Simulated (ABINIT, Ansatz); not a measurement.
# A GW run on CaC2 (Immm) in ABINIT, with inputs changed

Aim: change inputs of a GW run on CaC2 (Immm) and see what moves.

Main program and level: ABINIT 10.8.3; PBEsol and many-body steps on it, plane waves.

### Step 1. The starting structure

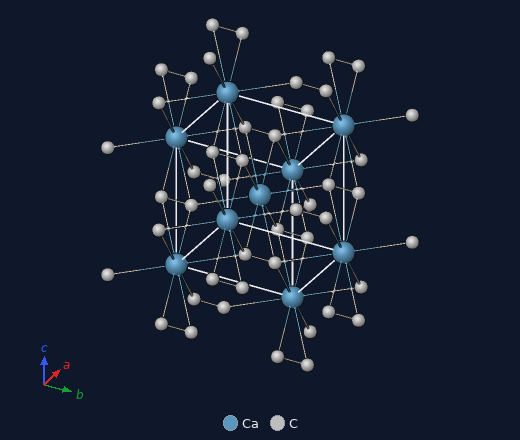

The cell as given, from a free direction (calcium blue, carbon light grey). This picture shows the conventional cell, with its axes. Some periodic images of atoms are drawn too.

Structure file:

```cif
data_structure
_symmetry_space_group_name_H-M 'Immm'
_symmetry_Int_Tables_number 71
_cell_length_a 3.7898
_cell_length_b 4.8865
_cell_length_c 5.3603
_cell_angle_alpha 90.000
_cell_angle_beta 90.000
_cell_angle_gamma 90.000
_cell_volume 99.27
loop_
_atom_site_label
_atom_site_type_symbol
_atom_site_symmetry_multiplicity
_atom_site_Wyckoff_symbol
_atom_site_fract_x
_atom_site_fract_y
_atom_site_fract_z
_atom_site_occupancy
Ca1 Ca 2 a 0.00000 0.00000 0.00000 1
C1 C 4 h 0.00000 0.87124 0.50000 1
```

The cell and positions are those that the Materials Project relaxed with its own functionals (PBE, PBE+U or r2SCAN), kept fixed.

### Step 2. Screening, 4×4×4 mesh, 41 bands, screening to 114.3 eV

This step: ABINIT 10.8.3; RPA screening on PBEsol, plane waves, norm-conserving pseudopotentials.

The RPA dielectric matrix is built and inverted for each q.

Contents of run.abi:

```
acell 3*1.0 Angstrom
rprim 
  -1.894876555000 2.443261230000 2.680131180000
  1.894876555000 -2.443261230000 2.680131180000
  1.894876555000 2.443261230000 -2.680131180000
ntypat 2
znucl 20 6
natom 3
typat 1 2 2
xred 
  0.000000000000 0.000000000000 0.000000000000
  0.371239070000 0.500000000000 0.871239070000
  0.628760930000 0.500000000000 0.128760930000
pp_dirpath "pseudos"
pseudos "Ca.upf, C.upf"
ecut 37
ngkpt 4 4 4
nshiftk 1
shiftk 0 0 0
kptopt 1
chksymbreak 0
istwfk *1
occopt 1
irdwfk 1
optdriver 3
nband 41
ecuteps 4.2
inclvkb 2
awtr 1
symchi 1
indata_prefix "in"
outdata_prefix "out"
tmpdata_prefix "tmp"
```

The run is started by

```
> OMP_NUM_THREADS=1 mpirun -n 4 abinit run.abi > log
```

The log of the run:

```text
.Version 10.8.3 of ABINIT. v10.8.2 released Aug 2026.

 Symmetries : space group Im m m (# 71); Bravais oI (body-center ortho.)
[... echo of the input left out ...]
== DATASET  1 ==================================================================
-   mpi_nproc: 4, omp_nthreads: 1 (-1 if OMP is not activated)

--- !DatasetInfo
iteration_state: {dtset: 1, }
dimensions: {natom: 3, nkpt: 18, mband: 41, nsppol: 1, nspinor: 1, nspden: 1, mpw: 3625, }
cutoff_energies: {ecut:  37.0, pawecutdg:  -1.0, }
electrons: {nelect:   1.80000000E+01, charge:   0.00000000E+00, occopt:   1.00000000E+00, tsmear:   1.00000000E-02, }

 SCREENING: Calculation of the susceptibility and dielectric matrices

 Based on a program developped by R.W. Godby, V. Olevano, G. Onida, and L. Reining.
 Incorporated in ABINIT by V. Olevano, G.-M. Rignanese, and M. Torrent.
.Using double precision arithmetic ; gwpc =  8

[... cell and pseudopotentials left out ...]
--------------------------------------------------------------------------------

 ==== K-mesh for the wavefunctions ====
 Number of points in the irreducible wedge :    18
[... list of points left out ...]
 Together with  8 symmetry operations and time-reversal symmetry
 yields    64 points in the full Brillouin Zone.

 ==== Q-mesh for the screening function ====
 Number of points in the irreducible wedge :    18
[... list of points left out ...]
 Together with  8 symmetry operations and time-reversal symmetry
 yields    64 points in the full Brillouin Zone.

 setmesh: FFT mesh size selected  =    45x   45x   45
          total number of points  =        91125

 vcoul_init : cutoff-mode = AUXILIARY_FUNCTION
 q-points for optical limit:   1
     1)      0.000010    0.000020    0.000030

- screening: taking advantage of time-reversal symmetry
- Maximum band index for partially occupied states nbvw = 9
- Remaining bands to be divided among processors   nbcw = 32
- Number of bands treated by each node ~8

 Number of electrons calculated from density =   18.0000; Expected =   18.0000
 average of density, n =  0.053741
 r_s =    1.6439
 omega_plasma =   22.3620 [eV]

 calculating chi0 at frequencies [eV] :
  1    0.000000E+00    0.000000E+00
  2    0.000000E+00    2.236197E+01

--------------------------------------------------------------------------------
  q-point number  1        q = ( 0.000000, 0.000000, 0.000000) [r.l.u.]
--------------------------------------------------------------------------------
[... chi0 elements left out ...]
 For q-point:  0.000010 0.000020 0.000030
  dielectric constant =   3.6183
  dielectric constant without local fields =   4.3421

  Average fulfillment of the sum rule on Im[epsilon] for q-point    1 :     48.06  [%]
[... wings left out ...]
  q-point number  2        q = ( 0.250000, 0.000000, 0.000000) [r.l.u.]
--------------------------------------------------------------------------------
[... chi0 elements left out ...]
  Average fulfillment of the sum rule on Im[epsilon] for q-point    2 :     68.01  [%]

 [... 16 further q-points ...]
```

Elapsed: 86 s, on 4 MPI ranks of Arm Neoverse V1, shared host; peak memory 2.1 GiB.

This step gave:

| Item | Value |
| --- | --- |
| ε∞ with local fields, on this mesh, along the program's q direction | 3.618 |
| the same without local fields | 4.342 |
| plasma frequency | 22.36 eV |
| plane waves in the screening matrix | 139 |

Local fields lower ε∞ by 17 %. On a Γ-centred mesh this coarse the value itself is usually too large, while a short band sum pulls it down.

### Step 3. Base

The self-energy is evaluated for the states that the input lists, and the levels follow from it, in one-shot runs by the linearised quasiparticle equation.

This step: G0W0 on PBEsol, plane waves, norm-conserving pseudopotentials.

run.abi: that of step 2 with these lines changed.

```diff
@@ -24,8 +24,17 @@
 irdwfk 1
-optdriver 3
+optdriver 4
 nband 41
+gwcalctyp 0
+ecutsigx 37
+symsigma 1
+nkptgw 2
+kptgw 
+  0.2500000000 -0.2500000000 0.2500000000
+  0.0000000000 0.0000000000 0.0000000000
+bdgw 
+  8 11
+  8 11
 ecuteps 4.2
-inclvkb 2
-awtr 1
-symchi 1
+irdscr 1
+ppmodel 1
 indata_prefix "in"
```

The log of the run:

```text
.Version 10.8.3 of ABINIT. v10.8.2 released Aug 2026.

 Symmetries : space group Im m m (# 71); Bravais oI (body-center ortho.)
[... echo of the input left out ...]
== DATASET  1 ==================================================================
-   mpi_nproc: 4, omp_nthreads: 1 (-1 if OMP is not activated)

--- !DatasetInfo
iteration_state: {dtset: 1, }
dimensions: {natom: 3, nkpt: 18, mband: 41, nsppol: 1, nspinor: 1, nspden: 1, mpw: 3625, }
cutoff_energies: {ecut:  37.0, pawecutdg:  -1.0, }
electrons: {nelect:   1.80000000E+01, charge:   0.00000000E+00, occopt:   1.00000000E+00, tsmear:   1.00000000E-02, }

 SIGMA: Calculation of the GW corrections

 Based on a program developped by R.W. Godby, V. Olevano, G. Onida, and L. Reining.
 Incorporated in ABINIT by V. Olevano, G.-M. Rignanese, and M. Torrent.
.Using double precision arithmetic ; gwpc =  8

[... cell and pseudopotentials left out ...]
--------------------------------------------------------------------------------

 ==== K-mesh for the wavefunctions ====
 Number of points in the irreducible wedge :    18
[... list of points left out ...]
 Together with  8 symmetry operations and time-reversal symmetry
 yields    64 points in the full Brillouin Zone.

 ==== Q-mesh for screening function ====
 Number of points in the irreducible wedge :    18
[... list of points left out ...]
 Together with  8 symmetry operations and time-reversal symmetry
 yields    64 points in the full Brillouin Zone.

 vcoul_init : cutoff-mode = AUXILIARY_FUNCTION
 q-points for optical limit:   1
     1)      0.000010    0.000020    0.000030
 setmesh: FFT mesh size selected  =    72x   72x   72
          total number of points  =       373248

 Number of electrons calculated from density =   18.0000; Expected =   18.0000
 average of density, n =  0.053741
 r_s =    1.6439
 omega_plasma =   22.3620 [eV]

 === KS Band Gaps ===
  >>>> For spin  1
   Minimum direct gap =   2.6016 [eV], located at k-point      :   0.0000  0.0000  0.0000
   Fundamental gap    =   2.2910 [eV], Top of valence bands at :   0.2500 -0.2500  0.2500
                                       Bottom of conduction at :   0.0000  0.0000  0.0000
 SIGMA fundamental parameters:
 PLASMON POLE MODEL  1
 number of plane-waves for SigmaX                 3625
 number of plane-waves for SigmaC and W            139
 number of plane-waves for wavefunctions          3625
 number of bands                                    41
 number of independent spin polarizations            1
 number of spinorial components                      1
 number of k-points in IBZ                          18
 number of q-points in IBZ                          18
 number of symmetry operations                       8
 number of k-points in BZ                           64
 number of q-points in BZ                           64
 number of frequencies for dSigma/dE                 9
 frequency step for dSigma/dE [eV]                0.25
 number of omega for Sigma on real axis              0
 max omega for Sigma on real axis  [eV]           0.00
 zcut for avoiding poles [eV]                     0.10

 EPSILON^-1 parameters (SCR file):
 dimension of the eps^-1 matrix on file            139
 dimension of the eps^-1 matrix used               139
 number of plane-waves for wavefunctions          3625
 number of bands                                    41
 number of q-points in IBZ                          18
 number of frequencies                               2
 number of real frequencies                          1
 number of imag frequencies                          1

 matrix elements of self-energy operator (all in [eV])

 Perturbative Calculation

--- !SelfEnergy_ee
iteration_state: {dtset: 1, }
kpoint     : [   0.250,   -0.250,    0.250, ]
spin       : 1
KS_gap     :    4.080
QP_gap     :    6.353
Delta_QP_KS:    2.272
data: !SigmaeeData |
     Band     E0 <VxcDFT>   SigX SigC(E0)      Z dSigC/dE  Sig(E)    E-E0       E
        8   1.521 -13.476 -16.450   2.256   0.785  -0.275 -14.039  -0.564   0.957
        9   2.476 -14.677 -18.791   3.478   0.780  -0.283 -15.173  -0.496   1.980
       10   6.557 -12.439  -7.022  -3.223   0.809  -0.235 -10.663   1.776   8.333
       11   7.757 -12.430  -6.023  -3.859   0.820  -0.219 -10.340   2.090   9.847

--- !SelfEnergy_ee
iteration_state: {dtset: 1, }
kpoint     : [   0.000,    0.000,    0.000, ]
spin       : 1
KS_gap     :    2.602
QP_gap     :    4.774
Delta_QP_KS:    2.172
data: !SigmaeeData |
     Band     E0 <VxcDFT>   SigX SigC(E0)      Z dSigC/dE  Sig(E)    E-E0       E
        8   1.909 -13.995 -16.826   2.134   0.788  -0.269 -14.545  -0.550   1.359
        9   2.166 -13.899 -16.676   2.104   0.787  -0.271 -14.428  -0.529   1.637
       10   4.767 -11.381  -6.486  -2.888   0.819  -0.222  -9.738   1.643   6.410
       11   6.030 -13.053  -7.651  -2.948   0.813  -0.230 -11.057   1.996   8.026

== END DATASET(S) ==============================================================
================================================================================

 -outvars: echo values of variables after computation  --------
           etotal      0.0000000000E+00
            nband          41
             nkpt          18
          spgroup          71
 [... the other variables as echoed above ...]

 Calculation completed.
```

Elapsed: 13 s, on 4 MPI ranks; peak memory 1.9 GiB.

Numbers from this step:

```
G0W0 gap on the points computed              : 4.43 eV
starting gap on the mesh                     : 2.291 eV
k of the valence top                         : 0.25, -0.25, 0.25
k of the conduction bottom                   : 0, 0, 0
Z at the valence top                         : 0.78
Z at the conduction bottom                   : 0.819
least direct G0W0 gap on the computed points : 4.773 eV
```

The gap on the mesh goes from 2.29 eV to 4.43 eV, a correction of +2.14 eV.

(Continued in part 2 of 2.)

[Paths, hosts, dates, memory and timing lines, banners, echoed tables and standing remarks are left out of the program output.]

[Logs are printed without paths, hosts, clocks, repeated set-up lines and the standing remarks that a program may print on its own settings, such as how far it seeks lower states.]

[Runs of the session that timed out or met a known fault of the program may be left out.]

[Hosts, paths, dates, database ids (printed as entryN), source tags and the programs' standing remarks are cut or masked in the printed files.]

[G0W0 gaps are taken among the corrected bands and points alone; a level outside them can change the order at an edge.]

[Where Ansatz stands beside ABINIT at settings called matched, ABINIT's density can come from a denser mesh and the files from another edition; pairs whose starting gaps differed by over 0.03 eV were left out, so agreement reads better than it is.]
